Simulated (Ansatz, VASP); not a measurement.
**Cross-check of TiSi between VASP and Ansatz**

One calculation is typed for both programs; each brings its own data sets and cutoff. How far apart do they land? The cell is generated by rule, not measured, and may not be a known phase. The cell comes out of the VASP series on this material, whose earlier steps may have relaxed, scaled or displaced it; both programs get it as it stands.

Program: Ansatz 0.2.0. Level of theory: plane waves, with VASP 6.6.1 beside it; band structure at PBEsol and band structure at PBEsol, spin-orbit coupling. Results are calculated unless marked as measured.

The structure was built from a prototype and need not be the compound's stable phase.

**1. The structure**

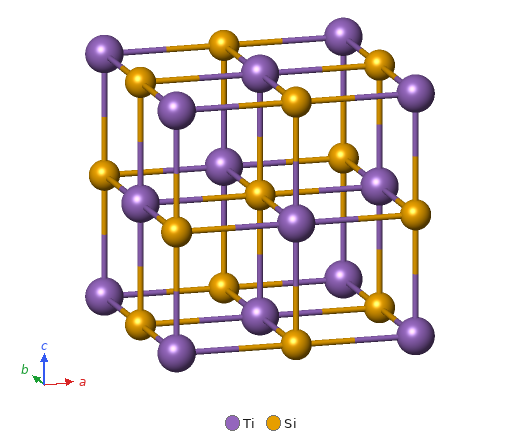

Start, viewed slightly off an axis; titanium purple, silicon orange. This picture shows the conventional cell, with its axes. Some periodic images of atoms are drawn too.

**2. VASP: band structure, PBEsol**

Levels along a path test the potential and the projectors away from the mesh points.

Lines of VASP's logs that name or quote its potential files are left out, and so is its time.

The input, INCAR:

```
SYSTEM = TiSi
PREC = Accurate
ENCUT = 400
EDIFF = 1E-06
NELM = 100
ISMEAR = 0
SIGMA = 0.02
LREAL = .FALSE.
ALGO = Normal
GGA = PS
NBANDS = 20
LASPH = .TRUE.
LORBIT = 11
LWAVE = .FALSE.
LCHARG = .FALSE.
KPAR = 4
ISIF = 2
```

The input, POSCAR:

```
TiSi
1.0
    0.0000000000      2.7050000000      2.7050000000
    2.7050000000      0.0000000000      2.7050000000
    2.7050000000      2.7050000000      0.0000000000
Ti Si
1 1
Direct
    0.0000000000      0.0000000000      0.0000000000
    0.5000000000      0.5000000000      0.5000000000
```

The input, KPOINTS:

```
Automatic mesh
0
Gamma
12 12 12
0 0 0
```

The input, KPOINTS_OPT:

```
Line mode
24
Line-mode
Reciprocal
  0.00000000   0.00000000   0.00000000 GAMMA
  0.50000000   0.00000000   0.50000000 X

  0.50000000   0.00000000   0.50000000 X
  0.50000000   0.25000000   0.75000000 W

  0.50000000   0.25000000   0.75000000 W
  0.37500000   0.37500000   0.75000000 K

  0.37500000   0.37500000   0.75000000 K
  0.00000000   0.00000000   0.00000000 GAMMA

  0.00000000   0.00000000   0.00000000 GAMMA
  0.50000000   0.50000000   0.50000000 L

  0.50000000   0.50000000   0.50000000 L
  0.62500000   0.25000000   0.62500000 U

  0.62500000   0.25000000   0.62500000 U
  0.50000000   0.25000000   0.75000000 W

  0.50000000   0.25000000   0.75000000 W
  0.50000000   0.50000000   0.50000000 L

  0.50000000   0.50000000   0.50000000 L
  0.37500000   0.37500000   0.75000000 K

  0.62500000   0.25000000   0.62500000 U
  0.50000000   0.00000000   0.50000000 X
```

Potentials, in the order of the species: Ti_sv and Si (PBE family, release 64).

The run is started by

```bash
$ mpirun -np 4 vasp_std
```

Numbers of over 12 decimals in the logs are rounded to 6 here.

What it wrote:

```text
[banner, memory and clock lines left out]
running    4 mpi-ranks, on    1 nodes
 distrk:  each k-point on    1 cores,    4 groups
 distr:  one band on    1 cores,    1 groups

 POSCAR found type information on POSCAR TiSi
 POSCAR found :  2 types and       2 ions
|                                                                             |
|               ----> ADVICE to this user running VASP <----                  |
|                                                                             |
|     You enforced a specific xc type in the INCAR file but a different       |
|     [... a line on the potential file left out ...]
|     I HOPE YOU KNOW WHAT YOU ARE DOING!                                     |
|                                                                             |

 LDA part: xc-table for (Slater+PW92), standard interpolation
 POSCAR, INCAR and KPOINTS ok, starting setup
 FFT: planning ... GRIDC
 FFT: planning ... GRID_SOFT
 FFT: planning ... GRID
 WAVECAR not read
 entering main loop
       N       E                     dE             d eps       ncg     rms          rms(c)
DAV:   1     0.104615577123E+03    0.10462E+03   -0.59803E+03  2880   0.678E+02
DAV:   2    -0.114004471731E+02   -0.11602E+03   -0.10954E+03  2932   0.218E+02
DAV:   3    -0.174462793047E+02   -0.60458E+01   -0.59374E+01  3712   0.510E+01
DAV:   4    -0.176414603838E+02   -0.19518E+00   -0.19453E+00  3432   0.821E+00
DAV:   5    -0.176479344491E+02   -0.64741E-02   -0.64735E-02  3476   0.146E+00    0.110E+01
DAV:   6    -0.151473206344E+02    0.25006E+01   -0.39357E+00  3252   0.289E+01    0.604E+00
DAV:   7    -0.146341885022E+02    0.51313E+00   -0.10799E+00  3164   0.140E+01    0.251E+00
DAV:   8    -0.146421973393E+02   -0.80088E-02   -0.13738E-01  3396   0.560E+00    0.192E+00
DAV:   9    -0.145725151595E+02    0.69682E-01   -0.56047E-02  3244   0.361E+00    0.261E-01
DAV:  10    -0.145730761519E+02   -0.56099E-03   -0.47327E-03  3236   0.435E-01    0.325E-01
DAV:  11    -0.145732091222E+02   -0.13297E-03   -0.10506E-04  3544   0.661E-02    0.501E-01
DAV:  12    -0.145729939220E+02    0.21520E-03   -0.29564E-04  3352   0.130E-01    0.245E-02
DAV:  13    -0.145729963686E+02   -0.24466E-05   -0.19360E-05  3332   0.285E-02    0.383E-02
DAV:  14    -0.145729956359E+02    0.73272E-06   -0.66515E-07  2428   0.621E-03
   1 F= -.14572996E+02 E0= -.14572910E+02  d E =-.172235E-03
 Start KPOINTS_OPT (optional k-point list driver)
k-point batch [1-72\240]
       N       E                     dE             ncg
DAV:   1    -0.845631036897E+04   -0.41538E+05     2920
DAV:   2    -0.166826574205E+05   -0.82263E+04     2936
DAV:   3    -0.171004691205E+05   -0.41781E+03     3724
DAV:   4    -0.171120588708E+05   -0.11590E+02     3548
DAV:   5    -0.171123815354E+05   -0.32266E+00     3452
DAV:   6    -0.171123917421E+05   -0.10207E-01     3572
DAV:   7    -0.171123921220E+05   -0.37983E-03     3592
DAV:   8    -0.171123921370E+05   -0.15038E-04     3032
DAV:   9    -0.171123921376E+05   -0.58160E-06     2124
[...]
k-point batch [217-240\240]
       N       E                     dE             ncg
DAV:   1     0.210299688131E+05   -0.16085E+05      976
DAV:   2     0.183306468206E+05   -0.26993E+04      972
DAV:   3     0.181911993359E+05   -0.13945E+03     1304
DAV:   4     0.181878448638E+05   -0.33545E+01     1220
DAV:   5     0.181877578756E+05   -0.86988E-01     1184
DAV:   6     0.181877551602E+05   -0.27155E-02     1200
DAV:   7     0.181877550619E+05   -0.98264E-04     1196
DAV:   8     0.181877550580E+05   -0.39163E-05     1096
DAV:   9     0.181877550578E+05   -0.15258E-06      756
```

From OUTCAR (step 2):

```text
ion  position               nearest neighbor table
   1  0.000  0.000  0.000-   2 2.71   2 2.71   2 2.71   2 2.71   2 2.71   2 2.71
   2  0.500  0.500  0.500-   1 2.71   1 2.71   1 2.71   1 2.71   1 2.71   1 2.71

  LATTYP: Found a face centered cubic cell.
 ALAT       =     5.4100000000

 Subroutine GETGRP returns: Found 48 space group operations
 (whereof 48 operations were pure point group operations)

The static configuration has the point symmetry O_h .

 Found     72 irreducible k-points:

   k-points           NKPTS =     72   k-points in BZ     NKDIM =     72   number of bands    NBANDS=     20

   dimension x,y,z NGX =    28 NGY =   28 NGZ =   28
   dimension x,y,z NGXF=    56 NGYF=   56 NGZF=   56

   ENCUT  =  400.0 eV  29.40 Ry    5.42 a.u.   6.24  6.24  6.24*2*pi/ulx,y,z

   NELECT =      16.0000    total number of electrons

 k-points in reciprocal lattice and weights: Automatic mesh
   0.00000000  0.00000000  0.00000000       0.001
   0.08333333  0.00000000  0.00000000       0.005
   0.16666667  0.00000000  0.00000000       0.005
   0.25000000  0.00000000  0.00000000       0.005
   0.33333333  0.00000000  0.00000000       0.005
   0.41666667  0.00000000  0.00000000       0.005
   0.50000000  0.00000000  0.00000000       0.002
   0.08333333  0.08333333  0.00000000       0.003
   0.16666667  0.08333333  0.00000000       0.014
[...]
-0.33333333  0.50000000  0.16666667       0.007
  -0.25000000  0.50000000  0.25000000       0.003

 average (electrostatic) potential at core
       1 -74.8217       2 -82.1787

 E-fermi :   6.3272

 k-point     1 :       0.0000    0.0000    0.0000
  band No.  band energies     occupation
      1     -50.7600      2.00000
      2     -27.0862      2.00000
      3     -27.0862      2.00000
      4     -27.0862      2.00000
      5      -3.0169      2.00000
      6       6.3872      0.00002
      7       6.3872      0.00002
      8       6.3872      0.00002
      9       6.6130      0.00000
     10       6.6130      0.00000
    ...

 k-point     2 :       0.0833    0.0000    0.0000
  band No.  band energies     occupation
    ...
      4     -27.0866      2.00000
      5      -2.9159      2.00000
      6       6.1818      2.00000
      7       6.3203      1.37288
      8       6.3203      1.37275
      9       6.5302      0.00000
     10       6.5302      0.00000
     11       8.7148      0.00000
     12       9.2590      0.00000
     13       9.2590      0.00000
    ...

 k-point     3 :       0.1667    0.0000    0.0000
  band No.  band energies     occupation
    ...
      4     -27.0877      2.00000
      5      -2.6179      2.00000
      6       5.5299      2.00000
      7       5.9153      2.00000
      8       5.9153      2.00000
      9       6.6785      0.00000
     10       6.6785      0.00000
     11       8.2926      0.00000
     12       9.8862      0.00000
     13       9.8862      0.00000
    ...

  Total       -4.3378510     -4.3378510     -4.3378510     -0.0000000      0.0000000     -0.0000000
  in kB     -175.5712548   -175.5712548   -175.5712548     -0.0000000      0.0000000     -0.0000000
  external PRESSURE =    -175.5712548 kB  Pullay stress =       0.0000000 kB

  energy-cutoff  :      400.00
  volume of cell :       39.59
      direct lattice vectors                 reciprocal lattice vectors
     0.000000000  2.705000000  2.705000000    -0.184842884  0.184842884  0.184842884
     2.705000000  0.000000000  2.705000000     0.184842884 -0.184842884  0.184842884
     2.705000000  2.705000000  0.000000000     0.184842884  0.184842884 -0.184842884

 POSITION                                       TOTAL-FORCE (eV/Angst)
 -----------------------------------------------------------------------------------
      0.00000      0.00000      0.00000         0.000000      0.000000      0.000000
      2.70500      2.70500      2.70500        -0.000000      0.000000     -0.000000
 -----------------------------------------------------------------------------------
    total drift:                               -0.000000      0.000000      0.000000

  FREE ENERGIE OF THE ION-ELECTRON SYSTEM (eV)
  ---------------------------------------------------
  free  energy   TOTEN  =       -14.5729956359 eV

  energy  without entropy=      -14.5728234013  energy(sigma->0) =      -14.57290952

 total charge
# of ion       s       p       d       tot
------------------------------------------
    1        2.147   6.078   1.868  10.093
    2        0.792   0.858   0.000   1.650
--------------------------------------------------
tot          2.939   6.936   1.868  11.743

[... 3 further parts left out ...]
```

The run ends at a pressure of -17.56 GPa.

**3. Ansatz: band structure, PBEsol**

Ansatz runs on its default PAW (the set named soft_2) files.

The same cell, functional, mesh and smearing now go to Ansatz, which takes its cutoff from its data sets.

The input, input.yaml:

```yaml
crystal:
  lattice:
    - [0.0, 2.705, 2.705]
    - [2.705, 0.0, 2.705]
    - [2.705, 2.705, 0.0]
  atoms:
    - { symbol: Ti, position: [0.0, 0.0, 0.0] }
    - { symbol: Si, position: [0.5, 0.5, 0.5] }
hamiltonian:
  xc: pbesol
  pseudopotentials: { kind: paw }
kpoints:
  mp_grid: { grid: [12, 12, 12] }
  band_path:
    path:
      - [0.0, 0.0, 0.0]
      - [0.17391, 0.0, 0.17391]
      - [0.34783, 0.0, 0.34783]
      - [0.5, 0.0, 0.5]
      - [0.5, 0.08696, 0.58696]
      - [0.5, 0.18478, 0.68478]
      - [0.49457, 0.25543, 0.75]
      - [0.45109, 0.29891, 0.75]
      - [0.40761, 0.34239, 0.75]
      - [0.34239, 0.34239, 0.68478]
      - [0.21196, 0.21196, 0.42391]
      - [0.08152, 0.08152, 0.16304]
      - [0.04348, 0.04348, 0.04348]
      - [0.23913, 0.23913, 0.23913]
      - [0.41304, 0.41304, 0.41304]
      - [0.5163, 0.46739, 0.5163]
      - [0.55978, 0.38043, 0.55978]
      - [0.6087, 0.28261, 0.6087]
      - [0.60326, 0.25, 0.64674]
      - [0.55978, 0.25, 0.69022]
      - [0.5163, 0.25, 0.7337]
      - [0.5, 0.30435, 0.69565]
      - [0.5, 0.3913, 0.6087]
      - [0.5, 0.47826, 0.52174]
      - [0.47283, 0.47283, 0.55435]
      - [0.42391, 0.42391, 0.65217]
      - [0.38043, 0.38043, 0.73913]
      - [0.59239, 0.18478, 0.59239]
      - [0.54891, 0.09783, 0.54891]
      - [0.5, 0.0, 0.5]
    npoints: 1
scf:
  occupations: { method: gaussian, width: 0.02 }
  n_extra_bands: 7
output:
  forces: true
  stress: true
  eigenvalues: true
```

The run is started by

```bash
$ ansatz run input.yaml --threads 2 --pin off --max-ram 4608MiB --backend cpu --events-out ev --progress --plain --runs-dir out
```

What it wrote:

```text
scf.n_extra_bands = 7 over 8 filled bands (N_el = 16.0): the run solves 15 bands
Engine: ansatz 0.2.0, aarch64-unknown-linux-gnu
Pseudopotentials: kind: paw
Pseudopotential: Ti, paw, valence charge 12, recommended cutoff 420 eV (normal), Ti.paw.azcp
Pseudopotential: Si, paw, valence charge 4, recommended cutoff 420 eV (normal), Si.paw.azcp
Functional definition: PBEsol
  exchange = pbesol_x
  correlation = pbesol_c
Crystal: 2 atoms, lattice volume = 39.585 Å³
Basis set: ecut = 420 eV, 749 PW (Γ), exchange–correlation on 54×54×54 points (8 copies of the dense FFT grid, shifted against one another)
Bands: 15, of which v1, the nominal top of the filled ones, is band 8 counted from 1 (7 counted from 0)
Symmetry: 48 space group operations
Space group: Fm-3m (ITA 225), of the structure as read, at distance tolerance 3.4e-5 Å
k-points: 72 of 1728
Non-local potential: Ti, projectors of the file, l = 0: 3, l = 1: 2, l = 2: 3, l = 3: 1
Non-local potential: Si, projectors of the file, l = 0: 2, l = 1: 2, l = 2: 2
PAW form: soft (Blöchl's): semilocal exchange-correlation on the pseudo side does not see the compensation charge
PAW frozen core: Ti, regenerated for the run's functional, and the local potential with it (the file was generated under x = pbe(κ = 0.804, μ = 0.219515), c = pbe(β = 0.066725))
PAW frozen core: Si, regenerated for the run's functional, and the local potential with it (the file was generated under x = pbe(κ = 0.804, μ = 0.219515), c = pbe(β = 0.066725))
PAW one-centre angular grid: Ti, 590 points (default); XC on 64 Gauss nodes
PAW one-centre angular grid: Si, 110 points (default); XC on 64 Gauss nodes
Initial density: superposition of atomic densities (neutral atoms: chi_scale 0, normalization atom), corrected by the library's trained network
Initial wavefunctions: pseudopotential atomic-orbital guess
Functional: x = pbesol(κ = 0.804, μ = 0.123457), c = pbesol(β = 0.046)
SCF iter   1: F=—  HF=-3095.879871 eV  |F-HF|=—  |Δ(HF+E_count)|=         —  Δρ=7.60e-3  dr2=2.20e-2  ethr=1.77e-3  ⟨swp⟩=5.6  Hψ=5767  notcnv=0
preconditioner: auto → Kerker (q_TF=auto, 2.346 Å⁻¹)  [metal: Δε(μ)=0.006 eV  Ē_g=6.804 eV  σ=0.020 eV  W_gap=0.18  n_scr=14 (ndim 8)  ℏωp=16.7 eV  f_vac=0.000  D(μ)=1.27/eV (n_scr^D=14)]
SCF iter   2: F=—  HF=-3095.877544 eV  |F-HF|=—  |Δ(HF+E_count)|=   2.33e-3  Δρ=4.14e-3  dr2=6.53e-3  ethr=1.38e-4  ⟨swp⟩=2.0  Hψ=2014  notcnv=0  defer=110
SCF iter   3: F=—  HF=-3095.876690 eV  |F-HF|=—  |Δ(HF+E_count)|=   8.54e-4  Δρ=4.19e-4  dr2=1.00e-4  ethr=4.08e-5  ⟨swp⟩=2.2  Hψ=1413  notcnv=0  defer=131
SCF iter   4: F=—  HF=-3095.876688 eV  |F-HF|=—  |Δ(HF+E_count)|=   2.40e-6  Δρ=6.27e-5  dr2=1.63e-6  ethr=6.28e-7  ⟨swp⟩=2.4  Hψ=1210  notcnv=0  defer=132
SCF iter   5: F=—  HF=-3095.876688 eV  |F-HF|=—  |Δ(HF+E_count)|=   2.41e-7  Δρ=2.00e-5  dr2=3.08e-7  ethr=1.02e-8  ⟨swp⟩=1.5  Hψ=1081  notcnv=0  defer=132
SCF iter   6: F=-3095.876688 eV  HF=-3095.876688 eV  |F-HF|=1.80e-8  |Δ(HF+E_count)|=   5.50e-8  Δρ=5.84e-6  dr2=2.25e-8  ethr=6.25e-10  ⟨swp⟩=7.2  Hψ=4077  notcnv=0
SCF 1 converged in 6 iterations: F = -3095.876688 eV  dr2 = 2.25e-8
  greatest PAW one-centre occupation: 0.999 electrons in one spin orbital (limit 2), on the Ti atom at site 0 (counted from 0), in its partial waves of l = 0
NSCF: frozen V_eff on 30 k-points
SCF converged after 6 iterations
Free energy (F): -3095.876688 eV
Harris-Foulkes:  -3095.876688 eV  (|F-HF|=1.80e-8)
Internal energy: -3095.876515 eV  (E = F + TS)
E sigma→0 (E₀):  -3095.876601 eV
Entropy (-TS):   -0.000174 eV (-0.087 meV/atom)
Fermi energy:    8.711083 eV
--- Per-component energies (eV) ---
  E_band       = -201.078679
  E_kinetic    = 306.305685
  E_local      = -1099.135340  (includes V_loc(G=0)·N_el)
  E_nonlocal   = 35.374111
  E_hartree    = 446.973874
  E_xc         = -149.300153
  E_vxc        = -165.554196  (∫ρ·V_xc dr)
  E_paw        = -1520.769282  (= ΣΔE_a)
  E_vpaw       = -172.021819  (= ΣTr[D̂ρ^β])
  E_aug_tail   = 0.000114  (compensation charges beyond the density's cutoff)
  E_ewald      = -1115.496470
  E_core_change = 0.170945  (= ΣΔE_core)
  E_smearing   = -0.000174  (= −TS)
  E_closure    = -0.000000  (closes the sum)
  Σ components = -3095.876688   (vs F -3095.876688, Δ=0.00e0)
--- Forces (eV/Å), atoms counted from 1 ---
  atom   1  Ti    -0.00000000     0.00000000     0.00000000
  atom   2  Si     0.00000000    -0.00000000     0.00000000
  max |Σ_I F_I| component: 1.03e-30 eV/Å
--- Stress (GPa, compression-positive) ---
      -17.347131       0.000000      -0.000000
        0.000000     -17.347131       0.000000
       -0.000000      -0.000000     -17.347131
  P = ⅓ Tr σ = -17.3471 GPa (-173.471 kbar)
--- Band table (eV; the first three rows and the last of 72) ---
  k-point 0: bands = [... 4 lower, -0.6476, 8.7715, 8.7715, 8.7715, 8.9984, 8.9984, 11.3572, 11.3572, ... 3 higher]
  k-point 1: bands = [... 4 lower, -0.5463, 8.5653, 8.7044, 8.7044, 8.9150, 8.9150, 11.0930, 11.6383, ... 3 higher]
  k-point 2: bands = [... 4 lower, -0.2473, 7.9114, 8.2984, 8.2984, 9.0631, 9.0631, 10.6714, 12.2669, ... 3 higher]
  k-point 71: bands = [... 4 lower, 2.1944, 6.1717, 6.1717, 6.8603, 10.1683, 10.1683, 10.2781, 10.2844, ... 3 higher]
```

Run time: 1.9 s. Hardware: 2 threads of Arm Neoverse V2, shared host; peak memory 0.33 GiB; 3.2 s of CPU time.

**4. Comparison**

Known differences besides the PAW data sets themselves: the cutoff is 420 eV in Ansatz and 400 eV in VASP; Ansatz makes its cores anew for this functional, VASP keeps those of its PBE data sets. Total energies have different zeros and are not compared.

Compared:

| quantity | Ansatz | VASP | difference |
| --- | --- | --- | --- |
| pressure (GPa) | -17.35 | -17.56 | +0.21 |

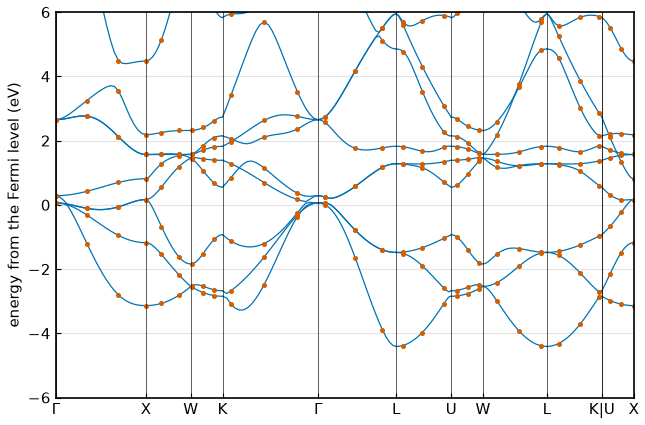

Bands from VASP (lines) and levels from Ansatz (dots). Dots without a line are higher empty bands that the VASP plot leaves out.

Levels from 3 eV below to 2 eV above the Fermi level differ by 3 meV r.m.s. and 9 meV at most; each VASP level is matched to the nearest of Ansatz, which flatters the figure a little.

(Part 1 of 2 ends here.)

[Lines on the potential files, build, host, timing and source positions are cut from VASP's logs without a mark.]

[Logs are printed without paths, hosts, clocks, repeated set-up lines and the standing remarks that a program may print on its own settings, such as how far it seeks lower states.]

[Hosts, paths, dates, database ids (printed as entryN), source tags and the programs' standing remarks are cut or masked in the printed files.]
